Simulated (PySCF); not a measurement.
Input file:

```
{"job": {"kind": "nmr", "xc": "PBE0", "basis": "pcSseg-1"}, "charge": 0, "multiplicity": 1}
F     -1.032243     2.714280    -0.394275
C     -1.946159     1.741371    -0.366742
C     -1.662557     0.449898    -0.198902
C     -0.353453    -0.129214    -0.019607
C     -0.173714    -1.445130     0.142520
O      1.043231    -2.058020     0.317833
C      2.097194    -1.150466     0.312597
C      1.934695     0.150745     0.153050
O      0.716353     0.766634    -0.026215
H     -2.946760     2.127159    -0.497879
H     -2.485070    -0.246505    -0.194577
H     -0.988354    -2.148643     0.149900
H      3.049047    -1.628441     0.452323
H      2.747112     0.855860     0.147807
```

Command:

```sh
OMP_NUM_THREADS=1 python probes_run.py task.json out
```

Geometry: GFN2-xTB.

All numbers below come from PBE0/pcSseg-1, SCF density, gas phase, non-relativistic (PySCF 2.14.0).

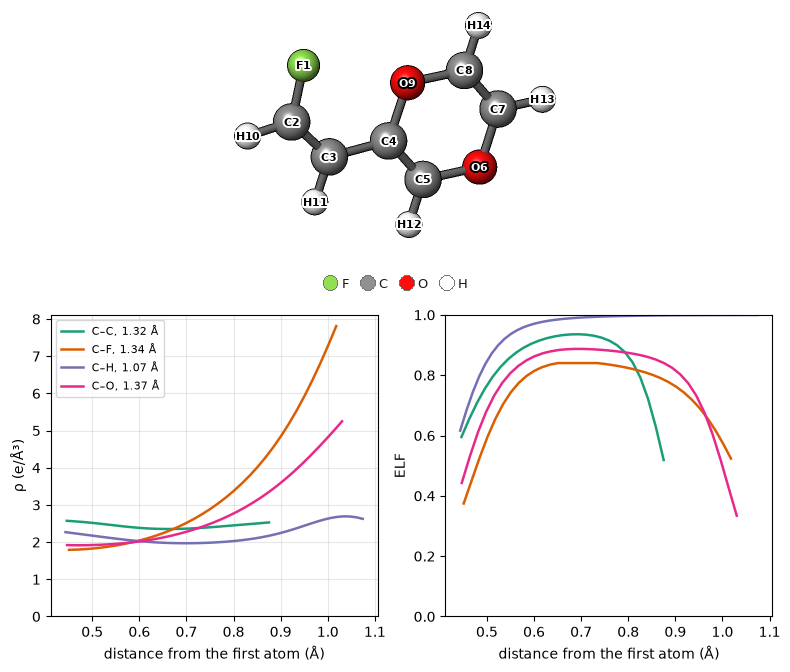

C$_{6}$H$_{5}$FO$_{2}$ (SMILES F/C=C\C1=COC=CO1). Total electron density and electron localisation function along straight lines between neighbouring atoms. The curves leave out the atomic cores. The structure is drawn too.

Q: What kind of bonding do the profiles show?

A: C–C (1.32 Å): the density is about 2.4 e/Å³ at the midpoint; the ELF peaks at about 0.95 between the atoms (a short, multiple covalent bond).
C–F (1.34 Å): the density is about 2.3 e/Å³ at the midpoint; the ELF peaks at about 0.85 between the atoms (a polar covalent bond).
C–H (1.07 Å): ρ is about 2.1 e/Å³ halfway; the ELF climbs to about 1 towards the hydrogen, as it does in any bond to H (an ordinary covalent bond to hydrogen).
C–O (1.37 Å): the density is about 2.2 e/Å³ at the midpoint, with its minimum of 1.9 e/Å³ about 0.5 Å from C; the ELF peaks at about 0.90 between the atoms (a shared but strongly polarised pair).
